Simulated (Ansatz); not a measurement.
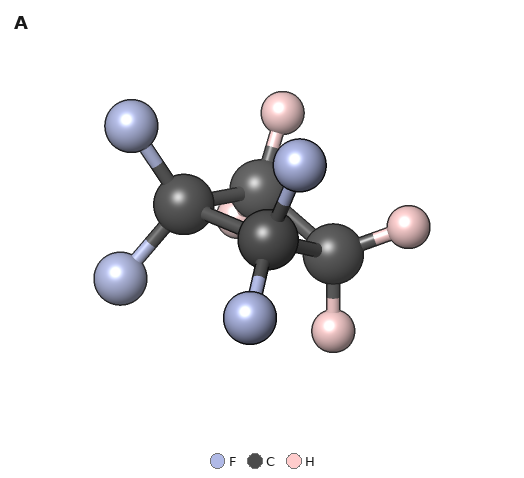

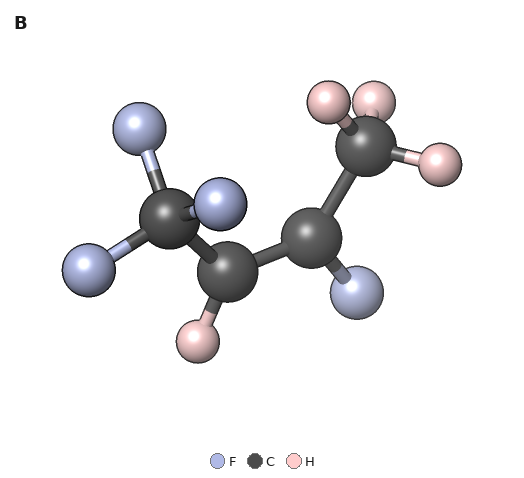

2 stationary structures of one formula. Geometries: PBE0-D4/def2-TZVP. Electronic energies: RHF-CCSD(T) (frozen core)/def2-SVP (Ansatz 0.2.0), without zero-point energy.

How are they related?

Answer. They are constitutional isomers of C4H4F4: A `FC1(F)CCC1(F)F`, B `C/C(F)=C\C(F)(F)F`.

Rank them by energy, lowest first.

Answer. B is lowest (a minimum); A lies 40.3 kJ/mol above it (a minimum).

Give E(B) − E(A) in kJ/mol at these levels too: PBE0-D4/def2-SVP; direct RPA on PBE orbitals (frozen core)/def2-TZVPP; RHF-CCSD(T) (frozen core)/def2-SVP; PBE-QIDH (frozen core)/def2-TZVPP; B3LYP-D4/def2-TZVPP; SPW92 (LDA)/def2-TZVPP; r2SCAN-D4/def2-TZVPP; RHF-MP2 (frozen core)/def2-TZVPP.

```json
{"level": "PBE0-D4/def2-SVP", "E(B) − E(A) (kJ/mol)": "−26.7"}
{"level": "direct RPA on PBE orbitals (frozen core)/def2-TZVPP", "E(B) − E(A) (kJ/mol)": "−29.2"}
{"level": "RHF-CCSD(T) (frozen core)/def2-SVP", "E(B) − E(A) (kJ/mol)": "−40.3"}
{"level": "PBE-QIDH (frozen core)/def2-TZVPP", "E(B) − E(A) (kJ/mol)": "−24.4"}
{"level": "B3LYP-D4/def2-TZVPP", "E(B) − E(A) (kJ/mol)": "−48.5"}
{"level": "SPW92 (LDA)/def2-TZVPP", "E(B) − E(A) (kJ/mol)": "−25.2"}
{"level": "r2SCAN-D4/def2-TZVPP", "E(B) − E(A) (kJ/mol)": "−41.3"}
{"level": "RHF-MP2 (frozen core)/def2-TZVPP", "E(B) − E(A) (kJ/mol)": "−33.3"}
```
